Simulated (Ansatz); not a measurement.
**C2H7FSSi: up Jacob's ladder to CCSD(T), part 1 of 2**

How much do the methods differ for C2H7FSSi? The plan is to run it at one geometry with functionals of several rungs and with coupled cluster, and see how far each lands from CCSD(T) at the basis-set limit for the atomisation energy.

Program: Ansatz 0.2.0, Gaussian basis. Level of theory: functionals in def2-TZVPP, the program's frozen cores in correlated methods. These are calculated values, not measurements.

Plan: LDA (SPW92), PBE-D4, revPBE-D4, BLYP-D4, r2SCAN-D4, B97M-V, PBE0-D4, B3LYP-D4, r2SCANh-D4, r2SCAN0-D4, HSE06-D4, BHLYP-D4, CAM-B3LYP-D4, LC-ωPBE, ωB97X-V, ωB97M-V, B2PLYP, PBE-QIDH; CCSD(T)/def2-SVP; CCSD(T)/def2-TZVPP; MP2/def2-QZVPP; extrapolation to the limit; RPA on PBE.

## (1) The relaxed structure

All runs share one geometry, relaxed beforehand with PBE0-D4 in a triple-zeta def2 set.

SMILES `CC(S)[SiH2]F`, 12 atoms, charge 0, spin multiplicity 1.

Atoms are counted from 1 here; the program's logs count them from 0.

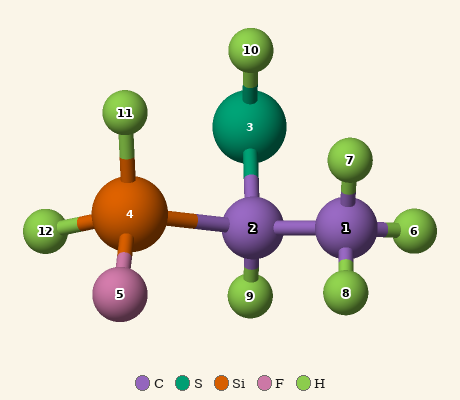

The structure; carbon purple, sulfur teal, silicon orange, fluorine pink, hydrogen green; atoms are numbered from 1 in the order of the file.

## (2) LDA

This LDA is Slater exchange with PW92 correlation.

Input file in.yaml:

```yaml
crystal:
  periodic: [false, false, false]
  atoms:
    - {symbol: C, position_ang: [-1.400840, 0.469688, -0.047827]}
    - {symbol: C, position_ang: [-0.186737, -0.312246, -0.512727]}
    - {symbol: S, position_ang: [-0.160487, -2.046590, 0.050394]}
    - {symbol: Si, position_ang: [1.482779, 0.324766, 0.031806]}
    - {symbol: F, position_ang: [1.635915, 1.886085, -0.315682]}
    - {symbol: H, position_ang: [-2.327160, -0.020186, -0.356479]}
    - {symbol: H, position_ang: [-1.417578, 0.559506, 1.041530]}
    - {symbol: H, position_ang: [-1.384971, 1.480915, -0.463850]}
    - {symbol: H, position_ang: [-0.186343, -0.405145, -1.603878]}
    - {symbol: H, position_ang: [-0.133926, -1.783831, 1.368461]}
    - {symbol: H, position_ang: [1.587919, 0.192115, 1.506728]}
    - {symbol: H, position_ang: [2.568430, -0.400079, -0.664674]}
basis:
  gaussian: {orbitals: def2-TZVPP}
hamiltonian: {xc: lda}
output: {orbitals: {seedname: orbitals}}
```

Started as:

```
ansatz run in.yaml --threads 4 --pin off --events-out ev --progress --plain --max-ram 10444MiB
```

The program printed, shortened:

```text
Functional definition: SPW92
  name "SPW92"
  cite "Dirac, Proc. Camb. Phil. Soc. 26, 376 (1930) doi:10.1017/S0305004100016108"
  cite "Slater, Phys. Rev. 81, 385 (1951) doi:10.1103/PhysRev.81.385"
  cite "Perdew & Wang, Phys. Rev. B 45, 13244 (1992) doi:10.1103/PhysRevB.45.13244"
[...]
1501 factors; their error is unknown
[...]
mean field -23515.59305190 eV, -864.1821052160 hartree, gradient 1.4e-5 eV, S^2 0.000000; 0 other end points of the search recorded, 0 dependent functions left out
reference -23515.59309110 eV, -864.1821066566 hartree; 29, 29 occupied and 246, 246 virtual orbitals, 1501 factors
Total energy: -23515.59309110 eV, -864.1821066566 hartree
```

Run time: 1.6 s. Hardware: 4 threads of Arm Neoverse V1, shared host; peak memory 0.39 GiB.

With the free atoms at this level, -23464.575 eV in sum, the atomisation energy is 4922.5 kJ/mol. HOMO -6.06 eV, LUMO -1.06 eV.

## (3) PBE-D4 (GGA)

in.yaml, as its differences from that of step 2:

```diff
@@ -17,3 +17,3 @@
   gaussian: {orbitals: def2-TZVPP}
-hamiltonian: {xc: lda}
-output: {orbitals: {seedname: orbitals}}
+hamiltonian: {xc: pbe, dispersion: d4}
+output: {forces: true, orbitals: {seedname: orbitals}}
```

The command is unchanged.

The program printed, shortened:

```text
Functional definition: PBE
  name "PBE"
  cite "Perdew, Burke & Ernzerhof, Phys. Rev. Lett. 77, 3865 (1996) doi:10.1103/PhysRevLett.77.3865"
  parent pbe
[...]
1501 factors; their error is unknown
[...]
mean field -23608.09565966 eV, -867.5815133506 hartree, gradient 2.6e-5 eV, S^2 0.000000; 0 other end points of the search recorded, 0 dependent functions left out
[...]
Atom 8 at    -0.186343    -0.405145    -1.603878 Å, force     0.003506    -0.025721    -0.215729 eV/Å
Atom 9 at    -0.133926    -1.783831     1.368461 Å, force     0.010034     0.066057     0.265212 eV/Å
Atom 10 at     1.587919     0.192115     1.506728 Å, force     0.003514    -0.033478     0.173654 eV/Å
Atom 11 at     2.568430    -0.400079    -0.664674 Å, force     0.125867    -0.098917    -0.076922 eV/Å
Dipole moment:    -0.224851    -0.036102     0.043850 e Å
```

Wall time 3.2 s (4 threads of Arm Neoverse V1, shared host); peak memory 0.4 GiB.

With the free atoms at this level, -23562.874 eV in sum, the atomisation energy is 4390.9 kJ/mol. HOMO -5.92 eV, LUMO -0.83 eV.

## (4) revPBE-D4 (GGA)

in.yaml, as its differences from that of step 3:

```diff
@@ -17,3 +17,3 @@
   gaussian: {orbitals: def2-TZVPP}
-hamiltonian: {xc: pbe, dispersion: d4}
-output: {forces: true, orbitals: {seedname: orbitals}}
+hamiltonian: {xc: {name: revPBE}, dispersion: d4}
+output: {orbitals: {seedname: orbitals}}
```

Launched as before.

The program printed, shortened:

```text
Functional definition: revPBE
  name "revPBE"
  cite "Zhang & Yang, Phys. Rev. Lett. 80, 890 (1998) doi:10.1103/PhysRevLett.80.890"
  cite "Perdew, Burke & Ernzerhof, Phys. Rev. Lett. 77, 3865 (1996) doi:10.1103/PhysRevLett.77.3865"
[...]
1501 factors; their error is unknown
[...]
mean field -23617.24870679 eV, -867.9178816283 hartree, gradient 6.2e-5 eV, S^2 0.000000; 0 other end points of the search recorded, 0 dependent functions left out
reference -23617.24876002 eV, -867.9178835845 hartree; 29, 29 occupied and 246, 246 virtual orbitals, 1501 factors
Total energy: -23618.10857714 eV, -867.9494812809 hartree
```

It took 2.5 s on 4 threads of Arm Neoverse V1, shared host; peak memory 0.4 GiB.

With the free atoms at this level, -23573.548 eV in sum, the atomisation energy is 4299.4 kJ/mol. HOMO -5.86 eV, LUMO -0.73 eV.

## (5) BLYP-D4 (GGA)

in.yaml, as its differences from that of step 4:

```diff
@@ -17,3 +17,3 @@
   gaussian: {orbitals: def2-TZVPP}
-hamiltonian: {xc: {name: revPBE}, dispersion: d4}
+hamiltonian: {xc: {name: BLYP}, dispersion: d4}
 output: {orbitals: {seedname: orbitals}}
```

Launched as before.

The program printed, shortened:

```text
Functional definition: BLYP
  name "BLYP"
  cite "Becke, Phys. Rev. A 38, 3098 (1988) doi:10.1103/PhysRevA.38.3098"
  cite "Lee, Yang & Parr, Phys. Rev. B 37, 785 (1988) doi:10.1103/PhysRevB.37.785"
[...]
1501 factors; their error is unknown
[...]
mean field -23620.81414344 eV, -868.0489090084 hartree, gradient 1.6e-5 eV, S^2 0.000000; 0 other end points of the search recorded, 0 dependent functions left out
reference -23620.81451641 eV, -868.0489227148 hartree; 29, 29 occupied and 246, 246 virtual orbitals, 1501 factors
Total energy: -23621.44333225 eV, -868.0720312710 hartree
```

It took 2.5 s on 4 threads of Arm Neoverse V1, shared host; peak memory 0.4 GiB.

With the free atoms at this level, -23576.774 eV in sum, the atomisation energy is 4310.0 kJ/mol. HOMO -5.76 eV, LUMO -0.72 eV.

## (6) r2SCAN-D4 (meta-GGA)

in.yaml, as its differences from that of step 5:

```diff
@@ -17,3 +17,3 @@
   gaussian: {orbitals: def2-TZVPP}
-hamiltonian: {xc: {name: BLYP}, dispersion: d4}
-output: {orbitals: {seedname: orbitals}}
+hamiltonian: {xc: r2scan, dispersion: d4}
+output: {forces: true, orbitals: {seedname: orbitals}}
```

The command is unchanged.

The program printed, shortened:

```text
Functional definition: r2SCAN
  name "r2SCAN"
  cite "Furness, Kaplan, Ning, Perdew & Sun, J. Phys. Chem. Lett. 11, 8208 (2020) doi:10.1021/acs.jpclett.0c02405"
  cite "Furness, Kaplan, Ning, Perdew & Sun, J. Phys. Chem. Lett. 11, 9248 (2020) doi:10.1021/acs.jpclett.0c03077"
  parent r2scan
[...]
1501 factors; their error is unknown
[...]
Atom 8 at    -0.186343    -0.405145    -1.603878 Å, force    -0.011042    -0.005778    -0.000463 eV/Å
Atom 9 at    -0.133926    -1.783831     1.368461 Å, force     0.000221     0.008594     0.018270 eV/Å
Atom 10 at     1.587919     0.192115     1.506728 Å, force    -0.007525    -0.005626    -0.026261 eV/Å
Atom 11 at     2.568430    -0.400079    -0.664674 Å, force    -0.021342     0.009534     0.016860 eV/Å
Dipole moment:    -0.221265    -0.019246     0.047950 e Å
```

It took 6 s on 4 threads of Arm Neoverse V1, shared host; peak memory 0.43 GiB.

Atomisation energy: 4350.5 kJ/mol (free atoms -23573.712 eV, run apart). HOMO -6.15 eV, LUMO -0.50 eV.

## (7) B97M-V (meta-GGA)

in.yaml, as its differences from that of step 6:

```diff
@@ -17,3 +17,3 @@
   gaussian: {orbitals: def2-TZVPP}
-hamiltonian: {xc: r2scan, dispersion: d4}
-output: {forces: true, orbitals: {seedname: orbitals}}
+hamiltonian: {xc: {name: B97M-V}}
+output: {orbitals: {seedname: orbitals}}
```

The command is unchanged.

The program printed, shortened:

```text
Functional definition: B97M-V
  name "B97M-V"
  cite "Mardirossian & Head-Gordon, J. Chem. Phys. 142, 074111 (2015) doi:10.1063/1.4907719"
  cite "Becke, J. Chem. Phys. 107, 8554 (1997) doi:10.1063/1.475007"
  cite "Vydrov & Van Voorhis, J. Chem. Phys. 133, 244103 (2010) doi:10.1063/1.3521275"
  # Of w^i u^j: cxij and so on, Table III.
[...]
  gx(w, u) = cx00 + cx01*u + cx02*u^2 + (cx10 + cx11*u)*w
[...]
  gos(w, u) = cos00 + cos01*u + cos03*u^3 + cos10*w + cos32*w^3*u^2
[...]
      + integral(e_c_pw_mod_opposite_spin*gos(b97_w_opposite, b97_u_opposite)) + vv10(b, c)
1501 factors; their error is unknown
[...]
mean field -23616.98118285 eV, -867.9080503048 hartree, gradient 2.1e-5 eV, S^2 0.000000; 0 other end points of the search recorded, 0 dependent functions left out
reference -23616.98124568 eV, -867.9080526140 hartree; 29, 29 occupied and 246, 246 virtual orbitals, 1501 factors
Total energy: -23616.98124568 eV, -867.9080526140 hartree
```

It took 12 s on 4 threads of Arm Neoverse V1, shared host; peak memory 0.5 GiB.

With the free atoms at this level, -23571.828 eV in sum, the atomisation energy is 4356.6 kJ/mol. HOMO -6.27 eV, LUMO -0.65 eV.

## (8) PBE0-D4 (hybrid)

in.yaml, as its differences from that of step 7:

```diff
@@ -17,3 +17,3 @@
   gaussian: {orbitals: def2-TZVPP}
-hamiltonian: {xc: {name: B97M-V}}
+hamiltonian: {xc: pbe0, dispersion: d4}
 output: {orbitals: {seedname: orbitals}}
```

The command is unchanged.

The program printed, shortened:

```text
Functional definition: PBE0
  name "PBE0"
  cite "Adamo & Barone, J. Chem. Phys. 110, 6158 (1999) doi:10.1063/1.478522"
  cite "Perdew, Burke & Ernzerhof, Phys. Rev. Lett. 77, 3865 (1996) doi:10.1103/PhysRevLett.77.3865"
  parent pbe
[...]
1535 factors; their error is unknown
[...]
mean field -23610.24233348 eV, -867.6604021582 hartree, gradient 6.5e-5 eV, S^2 0.000000; 0 other end points of the search recorded, 0 dependent functions left out
reference -23610.24236476 eV, -867.6604033077 hartree; 29, 29 occupied and 246, 246 virtual orbitals, 1535 factors
Total energy: -23610.48418245 eV, -867.6692899442 hartree
```

It took 3.8 s on 4 threads of Arm Neoverse V1, shared host; peak memory 0.78 GiB.

With the free atoms at this level, -23565.534 eV in sum, the atomisation energy is 4337.0 kJ/mol. HOMO -7.12 eV, LUMO 0.10 eV.

## (9) B3LYP-D4 (hybrid)

B3LYP here takes the VWN-RPA correlation.

in.yaml, as its differences from that of step 8:

```diff
@@ -17,3 +17,3 @@
   gaussian: {orbitals: def2-TZVPP}
-hamiltonian: {xc: pbe0, dispersion: d4}
-output: {orbitals: {seedname: orbitals}}
+hamiltonian: {xc: {name: B3LYP}, dispersion: d4}
+output: {forces: true, orbitals: {seedname: orbitals}}
```

The command is unchanged.

The program printed, shortened:

```text
Functional definition: B3LYP
  name "B3LYP"
  cite "Stephens, Devlin, Chabalowski & Frisch, J. Phys. Chem. 98, 11623 (1994) doi:10.1021/j100096a001"
  cite "Becke, Phys. Rev. A 38, 3098 (1988) doi:10.1103/PhysRevA.38.3098"
  cite "Lee, Yang & Parr, Phys. Rev. B 37, 785 (1988) doi:10.1103/PhysRevB.37.785"
  cite "Vosko, Wilk & Nusair, Can. J. Phys. 58, 1200 (1980) doi:10.1139/p80-159"
[...]
1516 factors; their error is unknown
[...]
Atom 8 at    -0.186343    -0.405145    -1.603878 Å, force    -0.012757     0.020850     0.073511 eV/Å
Atom 9 at    -0.133926    -1.783831     1.368461 Å, force    -0.006031    -0.031690    -0.005513 eV/Å
Atom 10 at     1.587919     0.192115     1.506728 Å, force     0.000543     0.010479    -0.104712 eV/Å
Atom 11 at     2.568430    -0.400079    -0.664674 Å, force    -0.070472     0.054137     0.051587 eV/Å
Dipole moment:    -0.210967    -0.041849     0.047618 e Å
```

It took 6 s on 4 threads of Arm Neoverse V1, shared host; peak memory 0.88 GiB.

With the free atoms at this level, -23579.446 eV in sum, the atomisation energy is 4331.5 kJ/mol. HOMO -6.89 eV, LUMO -0.15 eV.

## (10) r2SCANh-D4 (hybrid)

in.yaml, as its differences from that of step 9:

```diff
@@ -17,3 +17,3 @@
   gaussian: {orbitals: def2-TZVPP}
-hamiltonian: {xc: {name: B3LYP}, dispersion: d4}
-output: {forces: true, orbitals: {seedname: orbitals}}
+hamiltonian: {xc: {name: r2SCANh}, dispersion: d4}
+output: {orbitals: {seedname: orbitals}}
```

Same command.

The program printed, shortened:

```text
Functional definition: r2SCANh
  name "r2SCANh"
  cite "Bursch, Neugebauer, Ehlert & Grimme, J. Chem. Phys. 156, 134105 (2022) doi:10.1063/5.0086040"
  cite "Furness, Kaplan, Ning, Perdew & Sun, J. Phys. Chem. Lett. 11, 8208 (2020) doi:10.1021/acs.jpclett.0c02405"
  cite "Furness, Kaplan, Ning, Perdew & Sun, J. Phys. Chem. Lett. 11, 9248 (2020) doi:10.1021/acs.jpclett.0c03077"
  parent r2scan
[...]
1501 factors; their error is unknown
[...]
mean field -23618.43140356 eV, -867.9613449329 hartree, gradient 2.1e-5 eV, S^2 0.000000; 0 other end points of the search recorded, 0 dependent functions left out
reference -23618.43141476 eV, -867.9613453445 hartree; 29, 29 occupied and 246, 246 virtual orbitals, 1501 factors
Total energy: -23618.50578723 eV, -867.9640784825 hartree
```

Wall time 6.5 s (4 threads of Arm Neoverse V1, shared host); peak memory 0.8 GiB.

With the free atoms at this level, -23573.635 eV in sum, the atomisation energy is 4329.4 kJ/mol. HOMO -6.60 eV, LUMO -0.17 eV.

## (11) r2SCAN0-D4 (hybrid)

in.yaml, as its differences from that of step 10:

```diff
@@ -17,3 +17,3 @@
   gaussian: {orbitals: def2-TZVPP}
-hamiltonian: {xc: {name: r2SCANh}, dispersion: d4}
+hamiltonian: {xc: {name: r2SCAN0}, dispersion: d4}
 output: {orbitals: {seedname: orbitals}}
```

Launched as before.

The program printed, shortened:

```text
Functional definition: r2SCAN0
  name "r2SCAN0"
  cite "Bursch, Neugebauer, Ehlert & Grimme, J. Chem. Phys. 156, 134105 (2022) doi:10.1063/5.0086040"
  cite "Furness, Kaplan, Ning, Perdew & Sun, J. Phys. Chem. Lett. 11, 8208 (2020) doi:10.1021/acs.jpclett.0c02405"
  cite "Furness, Kaplan, Ning, Perdew & Sun, J. Phys. Chem. Lett. 11, 9248 (2020) doi:10.1021/acs.jpclett.0c03077"
  parent r2scan
[...]
1535 factors; their error is unknown
[...]
mean field -23618.01421407 eV, -867.9460135022 hartree, gradient 2.1e-5 eV, S^2 0.000000; 0 other end points of the search recorded, 0 dependent functions left out
reference -23618.01422376 eV, -867.9460138580 hartree; 29, 29 occupied and 246, 246 virtual orbitals, 1535 factors
Total energy: -23618.09649833 eV, -867.9490373927 hartree
```

Run time: 6.5 s. Hardware: 4 threads of Arm Neoverse V1, shared host; peak memory 0.81 GiB.

With the free atoms at this level, -23573.534 eV in sum, the atomisation energy is 4299.7 kJ/mol. HOMO -7.28 eV, LUMO 0.32 eV.

## (12) HSE06-D4 (hybrid)

HSE06 is the plane-wave form, built on full-range PBE exchange.

in.yaml, as its differences from that of step 11:

```diff
@@ -17,3 +17,3 @@
   gaussian: {orbitals: def2-TZVPP}
-hamiltonian: {xc: {name: r2SCAN0}, dispersion: d4}
+hamiltonian: {xc: hse06, dispersion: d4}
 output: {orbitals: {seedname: orbitals}}
```

Launched as before.

The program printed, shortened:

```text
Functional definition: HSE06
  name "HSE06"
  cite "Heyd, Scuseria & Ernzerhof, J. Chem. Phys. 118, 8207 (2003) doi:10.1063/1.1564060"
  cite "Krukau, Vydrov, Izmaylov & Scuseria, J. Chem. Phys. 125, 224106 (2006) doi:10.1063/1.2404663"
  cite "Heyd & Scuseria, J. Chem. Phys. 120, 7274 (2004) doi:10.1063/1.1668634"
  cite "Ernzerhof & Perdew, J. Chem. Phys. 109, 3313 (1998) doi:10.1063/1.476928"
[...]
1535 factors; their error is unknown
124 factors; integrals over basis functions are off by at most 4.4e-7 eV
[...]
mean field -23609.60999077 eV, -867.6371639924 hartree, gradient 2.4e-5 eV, S^2 0.000000; 0 other end points of the search recorded, 0 dependent functions left out
reference -23609.61003247 eV, -867.6371655247 hartree; 29, 29 occupied and 246, 246 virtual orbitals, 1535 factors
Total energy: -23609.83543985 eV, -867.6454490931 hartree
```

Run time: 4.1 s. Hardware: 4 threads of Arm Neoverse V1, shared host; peak memory 0.82 GiB.

Atomisation energy: 4339.3 kJ/mol (free atoms -23564.861 eV, run apart). HOMO -6.72 eV, LUMO -0.28 eV.

## (13) BHLYP-D4 (hybrid)

in.yaml, as its differences from that of step 12:

```diff
@@ -17,3 +17,3 @@
   gaussian: {orbitals: def2-TZVPP}
-hamiltonian: {xc: hse06, dispersion: d4}
+hamiltonian: {xc: {name: BHLYP}, dispersion: d4}
 output: {orbitals: {seedname: orbitals}}
```

Same command.

The program printed, shortened:

```text
Functional definition: BHLYP
  name "BHLYP"
  cite "Becke, J. Chem. Phys. 98, 1372 (1993) doi:10.1063/1.464304"
  cite "Becke, Phys. Rev. A 38, 3098 (1988) doi:10.1103/PhysRevA.38.3098"
  cite "Lee, Yang & Parr, Phys. Rev. B 37, 785 (1988) doi:10.1103/PhysRevB.37.785"
[...]
1675 factors; their error is unknown
[...]
mean field -23620.24953114 eV, -868.0281598893 hartree, gradient 7.1e-5 eV, S^2 0.000000; 0 other end points of the search recorded, 0 dependent functions left out
reference -23620.24971579 eV, -868.0281666751 hartree; 29, 29 occupied and 246, 246 virtual orbitals, 1675 factors
Total energy: -23620.60325057 eV, -868.0411588384 hartree
```

Wall time 3.8 s (4 threads of Arm Neoverse V1, shared host); peak memory 0.81 GiB.

With the free atoms at this level, -23576.706 eV in sum, the atomisation energy is 4235.4 kJ/mol. HOMO -8.20 eV, LUMO 0.98 eV.

## (14) CAM-B3LYP-D4 (range-separated)

in.yaml, as its differences from that of step 13:

```diff
@@ -17,3 +17,3 @@
   gaussian: {orbitals: def2-TZVPP}
-hamiltonian: {xc: {name: BHLYP}, dispersion: d4}
+hamiltonian: {xc: {name: CAM-B3LYP}, dispersion: d4}
 output: {orbitals: {seedname: orbitals}}
```

Same command.

The program printed, shortened:

```text
Functional definition: CAM-B3LYP
  name "CAM-B3LYP"
  cite "Yanai, Tew & Handy, Chem. Phys. Lett. 393, 51 (2004) doi:10.1016/j.cplett.2004.06.011"
  cite "Iikura, Tsuneda, Yanai & Hirao, J. Chem. Phys. 115, 3540 (2001) doi:10.1063/1.1383587"
  cite "Becke, Phys. Rev. A 38, 3098 (1988) doi:10.1103/PhysRevA.38.3098"
  cite "Lee, Yang & Parr, Phys. Rev. B 37, 785 (1988) doi:10.1103/PhysRevB.37.785"
[...]
  # Exact exchange under (alpha + beta erf(omega r))/r, Becke's under what is left of 1/r.
[...]
1516 factors; their error is unknown
360 factors; integrals over basis functions are off by at most 1.0e-5 eV
[...]
mean field -23621.24511816 eV, -868.0647470375 hartree, gradient 5.1e-5 eV, S^2 0.000000; 0 other end points of the search recorded, 0 dependent functions left out
reference -23621.24525184 eV, -868.0647519502 hartree; 29, 29 occupied and 246, 246 virtual orbitals, 1516 factors
Total energy: -23621.49078533 eV, -868.0737751395 hartree
```

Wall time 4.3 s (4 threads of Arm Neoverse V1, shared host); peak memory 0.88 GiB.

With the free atoms at this level, -23576.386 eV in sum, the atomisation energy is 4351.9 kJ/mol. HOMO -8.45 eV, LUMO 1.10 eV.

## (15) LC-ωPBE (range-separated)

in.yaml, as its differences from that of step 14:

```diff
@@ -17,3 +17,3 @@
   gaussian: {orbitals: def2-TZVPP}
-hamiltonian: {xc: {name: CAM-B3LYP}, dispersion: d4}
+hamiltonian: {xc: {name: LC-wPBE}}
 output: {orbitals: {seedname: orbitals}}
```

Launched as before.

The program printed, shortened:

```text
Functional definition: LC-wPBE
  name "LC-wPBE"
  cite "Vydrov & Scuseria, J. Chem. Phys. 125, 234109 (2006) doi:10.1063/1.2409292"
  cite "Heyd & Scuseria, J. Chem. Phys. 120, 7274 (2004) doi:10.1063/1.1668634"
  cite "Ernzerhof & Perdew, J. Chem. Phys. 109, 3313 (1998) doi:10.1063/1.476928"
  cite "Perdew, Burke & Ernzerhof, Phys. Rev. Lett. 77, 3865 (1996) doi:10.1103/PhysRevLett.77.3865"
  parent pbe
[...]
1501 factors; their error is unknown
472 factors; integrals over basis functions are off by at most 2.5e-5 eV
[...]
mean field -23614.37975605 eV, -867.8124496333 hartree, gradient 1.7e-5 eV, S^2 0.000000; 0 other end points of the search recorded, 0 dependent functions left out
reference -23614.37975606 eV, -867.8124496336 hartree; 29, 29 occupied and 246, 246 virtual orbitals, 1501 factors
Total energy: -23614.37975606 eV, -867.8124496336 hartree
```

It took 3.1 s on 4 threads of Arm Neoverse V1, shared host; peak memory 0.58 GiB.

With the free atoms at this level, -23569.689 eV in sum, the atomisation energy is 4312.0 kJ/mol. HOMO -9.83 eV, LUMO 2.34 eV.

## (16) ωB97X-V (range-separated)

in.yaml, as its differences from that of step 15:

```diff
@@ -17,3 +17,3 @@
   gaussian: {orbitals: def2-TZVPP}
-hamiltonian: {xc: {name: LC-wPBE}}
+hamiltonian: {xc: {name: wB97X-V}}
 output: {orbitals: {seedname: orbitals}}
```

Launched as before.

The program printed, shortened:

```text
Functional definition: wB97X-V
  name "wB97X-V"
  cite "Mardirossian & Head-Gordon, Phys. Chem. Chem. Phys. 16, 9904 (2014) doi:10.1039/C3CP54374A"
  cite "Becke, J. Chem. Phys. 107, 8554 (1997) doi:10.1063/1.475007"
  cite "Vydrov & Van Voorhis, J. Chem. Phys. 133, 244103 (2010) doi:10.1063/1.3521275"
[...]
      + integral(e_c_pw_opposite_spin*poly(b97_u_opposite, cos0, cos1)) + vv10(b, c)
1511 factors; their error is unknown
348 factors; integrals over basis functions are off by at most 1.1e-5 eV
[...]
mean field -23618.32615672 eV, -867.9574771829 hartree, gradient 5.8e-5 eV, S^2 0.000000; 0 other end points of the search recorded, 0 dependent functions left out
reference -23618.32615462 eV, -867.9574771059 hartree; 29, 29 occupied and 246, 246 virtual orbitals, 1511 factors
Total energy: -23618.32615462 eV, -867.9574771059 hartree
```

Wall time 9.5 s (4 threads of Arm Neoverse V1, shared host); peak memory 0.94 GiB.

With the free atoms at this level, -23573.129 eV in sum, the atomisation energy is 4360.8 kJ/mol. HOMO -9.47 eV, LUMO 2.16 eV.

(Continued in part 2 of 2.)
